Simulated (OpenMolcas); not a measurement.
**InHCl2 (InCl2H): methods side by side**

InHCl2: 4 atoms, total charge 0, spin state singlet. SMILES: `[H][In]([Cl])[Cl]`. Geometry: a GFN2-xTB relaxation, a rough one for these elements and not checked as a minimum.

Quantity: the dipole moment, in D. The values are calculated.

```tsv
level	kind	program	value (D)	CPU time
HF/def2-SVPD (core potential)	Hartree–Fock	OpenMolcas	2.52	9.5 s
PBE/def2-SVPD (core potential)	GGA	OpenMolcas	2.27	21 s
revPBE/def2-SVPD (core potential)	GGA	OpenMolcas	2.27	22 s
TPSS/def2-SVPD (core potential)	meta-GGA	OpenMolcas	2.27	28 s
B3LYP/def2-SVPD (core potential)	global hybrid	OpenMolcas	2.35	21 s
BHLYP/def2-SVPD (core potential)	global hybrid	OpenMolcas	2.46	20 s
M06-2X/def2-SVPD (core potential)	hybrid meta-GGA	OpenMolcas	2.42	25 s
PBE0/def2-SVPD (core potential)	global hybrid	OpenMolcas	2.39	23 s
```

The values span 2.27 to 2.52 D. Times are those of the runs behind each value, whatever else they computed, on shared processors of several kinds: orders of magnitude only.

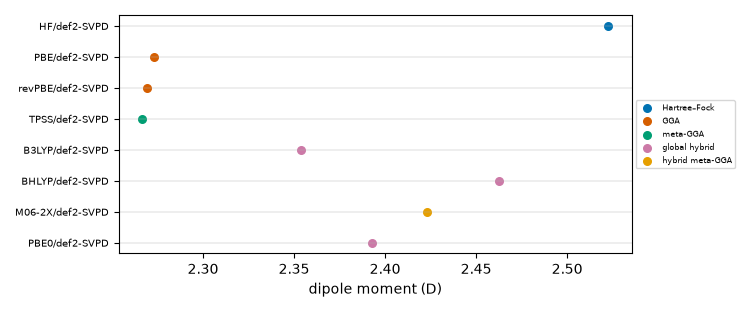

The values of the table, level by level.
